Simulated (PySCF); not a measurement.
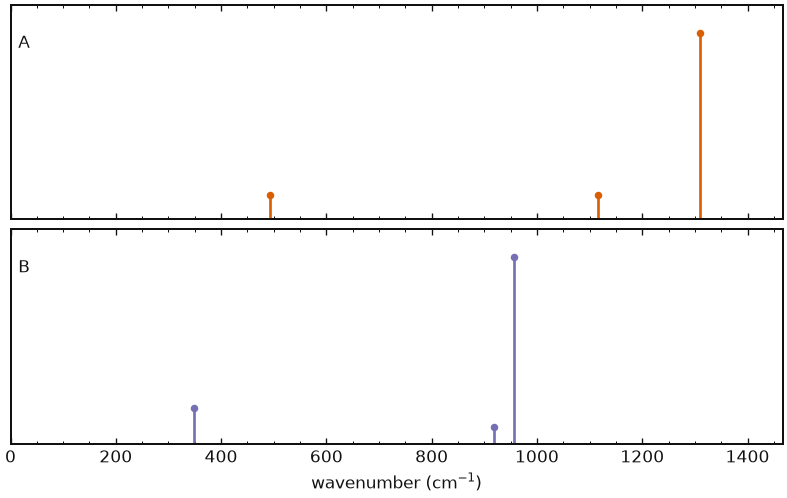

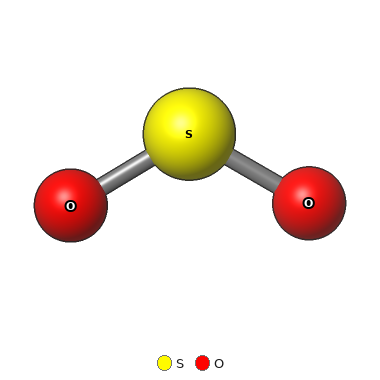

Harmonic infrared lines of SO₂ and SeO₂, all C2v singlets, each the lowest point that its search found (SO₂ is drawn); the central atom changes down one group of the periodic table. PBE/def2-TZVP, PySCF 2.14.0, unscaled, no spin-orbit coupling; each panel is scaled to its strongest line, degenerate modes are one line with their intensities summed, and dots on the axis are modes too weak to show or inactive.

Question: Which panel belongs to which molecule?

Answer: A: SO₂ (strongest line 1309.9 cm⁻¹); B: SeO₂ (strongest line 957.0 cm⁻¹).

Question: How do the bond length and the stretches change along the series?

Answer: Mean bond length: SO₂ 1.457, SeO₂ 1.631 Å, rising down the group. Highest b2 mode: SO₂ 1310, SeO₂ 957 cm⁻¹, falling down the group.

Caveats, for all or some of the runs: no scalar relativity.
